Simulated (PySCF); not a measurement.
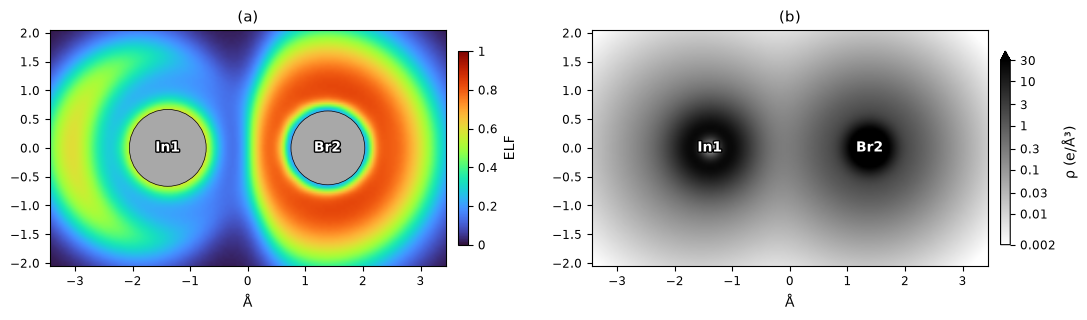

Figure. InBr (charge −1, doublet). (a) electron localisation function; (b) electron density on a plane that holds the molecular axis. Grey discs cover the atomic cores in the ELF map.

Core potentials replace the inner electrons of In.

These are results of PBE0/def2-TZVPPD, non-relativistic Hamiltonian with scalar-relativistic core potentials where named, at a bond length of 2.782 Å in PySCF, not measurements.

Question: Read the bonding off the picture.

Answer:
- Atoms in the plane: In and Br.
- In–Br (2.78 Å): ρ at the midpoint is about 0.29 e/Å³; the ELF peaks at about 0.80 in the valence shell of Br, 1.0 Å from its nucleus, and drops to about 0.15 between the two atoms.
- The ELF also peaks beside Br2, away from the bonds: non-bonding electrons, paired or unpaired.
